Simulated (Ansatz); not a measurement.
**Nudged elastic band of SiH3OF3**

System: SiH3OF3.
Method: RKS B3LYP/def2-SVP (Ansatz 0.2.0).

One setting was made poor on purpose. It belongs to a series of runs on one base structure; here: band between the two ends.

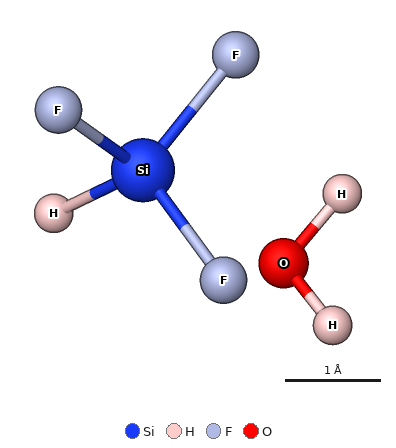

The input geometry (ball-and-stick view, seen at a tilt).

**Results in brief**

```tsv
quantity	value
outcome	converged
barrier, forward	1.715 eV
barrier, backward	2.252 eV
hardware	2 threads of Arm Neoverse V1, 24 GiB of memory available, shared host
wall time	2.7 min (CPU time 5.3 min)
peak memory	0.18 GiB
```

**Notes**

A deliberately poor setting: loose force. The order of the saddle point was not checked.

**Input file**
```yaml
crystal:
  periodic: [false, false, false]
  atoms:
    - { symbol: Si, position_ang: [0.254294, 0.020908, 0.029782] }
    - { symbol: H, position_ang: [0.558922, 0.442082, 1.392527] }
    - { symbol: F, position_ang: [1.64693, 0.074412, -0.78598] }
    - { symbol: F, position_ang: [-0.711696, 1.001948, -0.81638] }
    - { symbol: F, position_ang: [-0.223268, -1.512818, -0.14589] }
    - { symbol: O, position_ang: [-1.988713, -0.087491, 1.241222] }
    - { symbol: H, position_ang: [-2.543615, 0.43544, 0.643357] }
    - { symbol: H, position_ang: [-2.254856, -1.004181, 1.075261] }
basis:
  gaussian: { orbitals: def2-SVP }
hamiltonian:
  xc: b3lyp
neb:
  order_check: false
  images: 7
  f_tol: 0.2
  max_iterations: 60
  final_atoms:
    - { symbol: Si, position_ang: [-0.21874878, -0.23721597, -0.88075811] }
    - { symbol: H, position_ang: [-1.4331304, 0.87921239, 3.50801651] }
    - { symbol: F, position_ang: [1.30480255, -0.46867285, -0.45011237] }
    - { symbol: F, position_ang: [-0.34532534, 1.20819876, -1.53938417] }
    - { symbol: F, position_ang: [-0.56000298, -1.34647939, -1.98328499] }
    - { symbol: O, position_ang: [-1.23981079, -0.30078109, 0.38222633] }
    - { symbol: H, position_ang: [-1.39151349, -1.13557746, 0.84069143] }
    - { symbol: H, position_ang: [-1.37827278, 0.7716156, 2.75650437] }
  initial_path:
    images:
      - { positions_ang: [[0.254294, 0.020908, 0.029782], [0.558922, 0.442082, 1.392527], [1.64693, 0.074412, -0.78598], [-0.711696, 1.001948, -0.81638], [-0.223268, -1.512818, -0.14589], [-1.988713, -0.087491, 1.241222], [-2.543615, 0.43544, 0.643357], [-2.254856, -1.004181, 1.075261]] }
      - { positions_ang: [[0.18733833, 0.00807493, 0.01455046], [0.43516519, 0.3492107, 1.48798907], [1.60061341, 0.03402554, -0.74499592], [-0.72474413, 1.06364883, -0.76262326], [-0.36862887, -1.47000794, -0.22308509], [-1.9575026, -0.05600536, 1.09846574], [-2.51839859, 0.17353587, 0.52219421], [-1.91584475, -0.73218257, 1.24140381]] }
      - { positions_ang: [[0.12038267, -0.00475813, -0.00068108], [0.31140838, 0.25633939, 1.58345113], [1.55429683, -0.00636092, -0.70401185], [-0.73779225, 1.12534966, -0.70886652], [-0.51398974, -1.42719788, -0.30028019], [-1.9262922, -0.02451971, 0.95570947], [-2.49318218, -0.08836827, 0.40103141], [-1.5768335, -0.46018413, 1.40754662]] }
      - { positions_ang: [[0.053427, -0.0175912, -0.01591262], [0.18765157, 0.16346809, 1.6789132], [1.50798024, -0.04674738, -0.66302777], [-0.75084038, 1.18705048, -0.65510978], [-0.65935061, -1.38438782, -0.37747528], [-1.89508181, 0.00696593, 0.81295321], [-2.46796577, -0.3502724, 0.27986862], [-1.23782224, -0.1881857, 1.57368943]] }
      - { positions_ang: [[-0.01352866, -0.03042426, -0.03114415], [0.06389477, 0.07059679, 1.77437526], [1.46166365, -0.08713384, -0.62204369], [-0.76388851, 1.24875131, -0.60135305], [-0.80471149, -1.34157776, -0.45467037], [-1.86387141, 0.03845158, 0.67019695], [-2.44274936, -0.61217654, 0.15870583], [-0.89881099, 0.08381273, 1.73983223]] }
      - { positions_ang: [[-0.06483369, -0.08212219, -0.24354764], [-0.31036152, 0.27275069, 2.20778557], [1.42244838, -0.18251859, -0.57906086], [-0.65924771, 1.23861317, -0.83586083], [-0.74353436, -1.34280317, -0.83682403], [-1.70785625, -0.04635659, 0.59820429], [-2.17994039, -0.74302677, 0.32920223], [-1.01867644, 0.25576345, 1.99400027]] }
      - { positions_ang: [[-0.11613872, -0.13382012, -0.45595113], [-0.68461781, 0.47490459, 2.64119588], [1.3832331, -0.27790334, -0.53607803], [-0.55460692, 1.22847504, -1.07036861], [-0.68235723, -1.34402858, -1.21897768], [-1.5518411, -0.13116476, 0.52621164], [-1.91713142, -0.873877, 0.49969863], [-1.13854189, 0.42771417, 2.2481683]] }
      - { positions_ang: [[-0.16744375, -0.18551804, -0.66835462], [-1.05887411, 0.67705849, 3.0746062], [1.34401783, -0.3732881, -0.4930952], [-0.44996613, 1.2183369, -1.30487639], [-0.62118011, -1.34525398, -1.60113133], [-1.39582594, -0.21597292, 0.45421899], [-1.65432246, -1.00472723, 0.67019503], [-1.25840733, 0.59966488, 2.50233634]] }
      - { positions_ang: [[-0.21874878, -0.23721597, -0.88075811], [-1.4331304, 0.87921239, 3.50801651], [1.30480255, -0.46867285, -0.45011237], [-0.34532534, 1.20819876, -1.53938417], [-0.56000298, -1.34647939, -1.98328499], [-1.23981079, -0.30078109, 0.38222633], [-1.39151349, -1.13557746, 0.84069143], [-1.37827278, 0.7716156, 2.75650437]] }
```

Command:
```bash
ansatz run input.yaml --threads 2 --pin off --max-ram 3072MiB --backend cpu --events-out ev --progress --plain --runs-dir out
```

**The program's output**
```
Engine: ansatz 0.2.0, aarch64-unknown-linux-gnu
Functional definition: B3LYP
  parameter a0 = 0.2
  parameter ax = 0.72
  parameter ac = 0.81
  exchange = (1 - a0 - ax)*slater_x + ax*b88_x + a0*exact_x
  correlation = (1 - ac)*vwn_rpa_c + ac*lyp_c
887 factors; integrals over basis functions are off by at most 4.8e-4 eV
mean field evaluation 1: about -18112.3535 eV, gradient 6.6e1 eV
mean field evaluation 2: about -18103.9530 eV, gradient 9.8e1 eV
mean field evaluation 4: about -18119.0783 eV, gradient 2.0e0 eV
mean field evaluation 8: about -18119.0939 eV, gradient 4.5e-2 eV
mean field -18119.09391328 eV, -665.8644197500 hartree, gradient 9.6e-6 eV, S^2 0.000000; 0 other end points of the search recorded, 0 dependent functions left out
the calculation of the forces begins
reference -18119.09411603 eV, -665.8644272010 hartree; 26, 26 occupied and 63, 63 virtual orbitals, 887 factors
885 factors; integrals over basis functions are off by at most 4.1e-4 eV
mean field evaluation 16: about -18112.5383 eV, gradient 6.7e1 eV
mean field -18119.63174051 eV, -665.8841845362 hartree, gradient 6.8e-5 eV, S^2 0.000000; 0 other end points of the search recorded, 0 dependent functions left out
[... from here on the field's lines of each further geometry are left out, up to the last ...]
NEB iter   1: max|band force component| = 3.752e1 eV/Å  barrier→ = 5.1342 eV  barrier← = 5.6721 eV  Δτ_max = 0.2000 Å  (223 SCF iters)
NEB iter   2: max|band force component| = 5.769e0 eV/Å  barrier→ = 2.7000 eV  barrier← = 3.2379 eV  Δτ_max = 0.2000 Å  (198 SCF iters)
NEB iter   3: max|band force component| = 3.407e0 eV/Å  barrier→ = 2.0342 eV  barrier← = 2.5721 eV  Δτ_max = 0.2000 Å  (185 SCF iters)
NEB iter   4: max|band force component| = 2.606e0 eV/Å  barrier→ = 1.7395 eV  barrier← = 2.2773 eV  Δτ_max = 0.2000 Å  (191 SCF iters)
NEB iter   5: max|band force component| = 1.672e0 eV/Å  barrier→ = 1.0650 eV  barrier← = 1.6028 eV  Δτ_max = 0.2000 Å  (177 SCF iters)
NEB iter   6: max|band force component| = 1.111e0 eV/Å  barrier→ = 0.9814 eV  barrier← = 1.5192 eV  Δτ_max = 0.1999 Å  (177 SCF iters)
NEB iter   7: max|band force component| = 1.003e0 eV/Å  barrier→ = 0.9345 eV  barrier← = 1.4723 eV  Δτ_max = 0.1331 Å  (174 SCF iters)
NEB iter   8: max|band force component| = 1.432e0 eV/Å  barrier→ = 0.8623 eV  barrier← = 1.4001 eV  CI = image 4  Δτ_max = 0.1943 Å  (169 SCF iters)
NEB iter   9: max|band force component| = 1.995e0 eV/Å  barrier→ = 1.3296 eV  barrier← = 1.8674 eV  CI = image 4  Δτ_max = 0.2000 Å  (169 SCF iters)
NEB iter  10: max|band force component| = 1.031e0 eV/Å  barrier→ = 1.7449 eV  barrier← = 2.2827 eV  CI = image 4  Δτ_max = 0.1979 Å  (172 SCF iters)
NEB iter  11: max|band force component| = 1.680e0 eV/Å  barrier→ = 1.8494 eV  barrier← = 2.3872 eV  CI = image 4  Δτ_max = 0.1004 Å  (171 SCF iters)
NEB iter  12: max|band force component| = 1.256e0 eV/Å  barrier→ = 1.7130 eV  barrier← = 2.2508 eV  CI = image 4  Δτ_max = 0.0893 Å  (171 SCF iters)
NEB iter  13: max|band force component| = 4.118e-1 eV/Å  barrier→ = 1.7244 eV  barrier← = 2.2622 eV  CI = image 4  Δτ_max = 0.0391 Å  (170 SCF iters)
the calculation of the forces begins
reference -18119.62920672 eV, -665.8840914213 hartree; 26, 26 occupied and 63, 63 virtual orbitals, 885 factors
889 factors; integrals over basis functions are off by at most 8.5e-4 eV
mean field evaluation 768: about -18117.3480 eV, gradient 4.0e0 eV
mean field -18117.37926661 eV, -665.8014076472 hartree, gradient 6.2e-5 eV, S^2 0.000000; 1 other end points of the search recorded, 0 dependent functions left out
the calculation of the forces begins
reference -18117.37945938 eV, -665.8014147313 hartree; 26, 26 occupied and 63, 63 virtual orbitals, 889 factors
NEB iter  14: max|band force component| = 1.020e-1 eV/Å  barrier→ = 1.7146 eV  barrier← = 2.2525 eV  CI = image 4  Δτ_max = 0.0000 Å  (338 SCF iters)
```

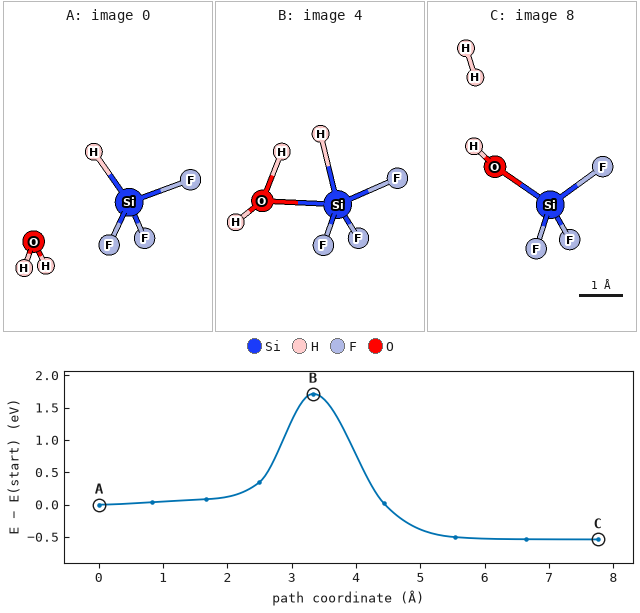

Images of the last band (counted from 0; ball-and-stick, seen at a tilt) above the energy along the path; the line is a cubic interpolation that uses the forces. The highest image is number 4, 1.715 eV above the start and 2.252 eV above the end (the climbing image); the end lies 0.538 eV below the start. The path is 7.75 Å long. The band converged in 14 iterations.

```
Total energy: -18117.37945938 eV, -665.8014147313 hartree
Atom 0 at    -0.268878     0.010544    -0.075393 Å, force    -0.043606     0.021854    -0.014050 eV/Å
Atom 1 at     0.098633     0.147269     1.594425 Å, force    -0.033349     0.004082     0.000483 eV/Å
Atom 2 at     1.343568    -0.116006    -0.200935 Å, force     0.044122    -0.023323    -0.023123 eV/Å
Atom 3 at    -0.533610     1.372037    -0.887209 Å, force     0.012066     0.011301     0.036270 eV/Å
Atom 4 at    -0.673844    -1.337298    -0.883587 Å, force     0.024444     0.004020     0.010184 eV/Å
Atom 5 at    -1.853366     0.009414     0.829467 Å, force     0.052247    -0.057970    -0.039051 eV/Å
Atom 6 at    -2.480145    -0.704567     0.618233 Å, force    -0.001526     0.031870     0.082320 eV/Å
Atom 7 at    -0.894359    -0.011092     1.638898 Å, force    -0.054399     0.008167    -0.053033 eV/Å
Dipole moment:    -0.469539    -0.248156     0.490871 e Å
this run last wrote the band of iteration 14 to [file]
```

**The last band as extended XYZ (Å, eV, eV/Å)**
```
8
Properties=species:S:1:pos:R:3:forces:R:3 image=0 energy=-18119.09391
Si    0.2543    0.0209    0.0298   -0.0002  -0.0026  -0.0144
H     0.5589    0.4421    1.3925    0.0008   0.0033   0.0073
F     1.6469    0.0744   -0.7860   -0.0006   0.0006   0.0060
F    -0.7117    1.0019   -0.8164   -0.0019  -0.0068   0.0014
F    -0.2233   -1.5128   -0.1459   -0.0032   0.0038  -0.0005
O    -1.9887   -0.0875    1.2412    0.0003  -0.0010  -0.0001
H    -2.5436    0.4354    0.6434    0.0018   0.0041   0.0025
H    -2.2549   -1.0042    1.0753    0.0031  -0.0013  -0.0023
8
Properties=species:S:1:pos:R:3:forces:R:3 image=1 energy=-18119.05540
Si    0.2479    0.0392   -0.0152    0.0041   0.0001   0.0035
H     0.5265    0.3000    1.3940    0.0071   0.0101  -0.0007
F     1.6831    0.0555   -0.7568   -0.0014   0.0032  -0.0060
F    -0.6039    1.1527   -0.8090   -0.0119  -0.0132  -0.0022
F    -0.3302   -1.4318   -0.3464    0.0090  -0.0091   0.0155
O    -2.0017    0.0363    1.1482    0.0052  -0.0034   0.0105
H    -2.6399    0.0269    0.4196   -0.0051   0.0418  -0.0001
H    -2.1438   -0.8083    1.5995   -0.0071  -0.0295  -0.0206
8
Properties=species:S:1:pos:R:3:forces:R:3 image=2 energy=-18119.01015
Si    0.2080    0.0403   -0.0668    0.0126  -0.0017   0.0025
H     0.4521    0.2095    1.3647    0.0228   0.0050  -0.0060
F     1.6794   -0.0601   -0.7265    0.0122   0.0057  -0.0219
F    -0.4814    1.2697   -0.8360   -0.0034  -0.0095  -0.0009
F    -0.4844   -1.3532   -0.5076    0.0097  -0.0006   0.0143
O    -2.0445    0.0995    1.0338   -0.0097   0.0039   0.0107
H    -2.5835   -0.4864    0.4814   -0.0069   0.0200  -0.0090
H    -2.0078   -0.3488    1.8910   -0.0374  -0.0229   0.0104
8
Properties=species:S:1:pos:R:3:forces:R:3 image=3 energy=-18118.74929
Si   -0.0014    0.0323   -0.0436    0.3056   0.0172  -0.0727
H     0.2374    0.1490    1.4173    0.1413  -0.0274  -0.1404
F     1.5475   -0.1230   -0.4794    0.1772   0.0240  -0.2794
F    -0.4845    1.3393   -0.8505    0.0347  -0.0241   0.0495
F    -0.6256   -1.3181   -0.7058    0.0419   0.0468   0.1694
O    -1.9463    0.0823    0.8931   -0.1054   0.0805   0.0998
H    -2.4813   -0.6941    0.6617    0.0133  -0.0092   0.0517
H    -1.5077   -0.0973    1.7411   -0.6087  -0.1078   0.1222
8
Properties=species:S:1:pos:R:3:forces:R:3 image=4 energy=-18117.37927
Si   -0.2689    0.0105   -0.0754   -0.0436   0.0219  -0.0140
H     0.0986    0.1473    1.5944   -0.0333   0.0041   0.0005
F     1.3436   -0.1160   -0.2009    0.0441  -0.0233  -0.0231
F    -0.5336    1.3720   -0.8872    0.0121   0.0113   0.0363
F    -0.6738   -1.3373   -0.8836    0.0244   0.0040   0.0102
O    -1.8534    0.0094    0.8295    0.0522  -0.0580  -0.0391
H    -2.4801   -0.7046    0.6182   -0.0015   0.0319   0.0823
H    -0.8944   -0.0111    1.6389   -0.0544   0.0082  -0.0530
8
Properties=species:S:1:pos:R:3:forces:R:3 image=5 energy=-18119.07574
Si   -0.4441   -0.0630   -0.3506   -0.1895  -0.0955  -0.3135
H     0.0611    0.3302    2.1379    0.0983   0.0998   0.5096
F     1.0632   -0.1005    0.2041   -0.3451  -0.0455   0.2423
F    -0.4881    1.3040   -1.1751   -0.0035  -0.0219  -0.2347
F    -0.5309   -1.3964   -1.2360   -0.0092  -0.0065  -0.4109
O    -1.8122   -0.0932    0.5616    0.0842  -0.0626  -0.2474
H    -2.4229   -0.8205    0.3841    0.0378  -0.0463  -0.0440
H    -0.6880    0.2096    2.1077    0.3270   0.1786   0.4986
8
Properties=species:S:1:pos:R:3:forces:R:3 image=6 energy=-18119.59608
Si   -0.4275   -0.1261   -0.6201   -0.0124  -0.0029  -0.0131
H    -0.1567    0.5648    2.8880   -0.0011   0.0095   0.0592
F     0.8987   -0.1288    0.2720   -0.0131  -0.0123  -0.0072
F    -0.4240    1.2230   -1.4709    0.0066  -0.0046  -0.0261
F    -0.3345   -1.3874   -1.6032    0.0005   0.0019  -0.0394
O    -1.7919   -0.1846    0.2632    0.0054   0.0003  -0.0216
H    -2.2293   -1.0319    0.4068    0.0155  -0.0065   0.0139
H    -0.7969    0.4414    2.4980   -0.0015   0.0146   0.0343
8
Properties=species:S:1:pos:R:3:forces:R:3 image=7 energy=-18119.62899
Si   -0.3198   -0.1838   -0.7984    0.0096  -0.0024   0.0106
H    -0.8588    0.7120    3.3912   -0.0016  -0.0012   0.0017
F     1.0920   -0.2289   -0.0476   -0.0029  -0.0023  -0.0013
F    -0.4039    1.1814   -1.6166   -0.0030   0.0006  -0.0048
F    -0.3424   -1.4163   -1.8201   -0.0016   0.0005  -0.0069
O    -1.5751   -0.2338    0.2334   -0.0057   0.0032  -0.0065
H    -1.8357   -1.0698    0.6376    0.0061   0.0015   0.0067
H    -1.0183    0.6093    2.6543   -0.0008   0.0002   0.0005
8
Properties=species:S:1:pos:R:3:forces:R:3 image=8 energy=-18119.63174
Si   -0.2187   -0.2372   -0.8808   -0.0024   0.0033  -0.0005
H    -1.4331    0.8792    3.5080    0.0005   0.0009  -0.0002
F     1.3048   -0.4687   -0.4501    0.0012  -0.0013   0.0006
F    -0.3453    1.2082   -1.5394    0.0031   0.0044  -0.0035
F    -0.5600   -1.3465   -1.9833    0.0012  -0.0008  -0.0050
O    -1.2398   -0.3008    0.3822   -0.0029  -0.0048   0.0038
H    -1.3915   -1.1356    0.8407   -0.0003  -0.0019   0.0063
H    -1.3783    0.7716    2.7565   -0.0003   0.0003  -0.0015
```
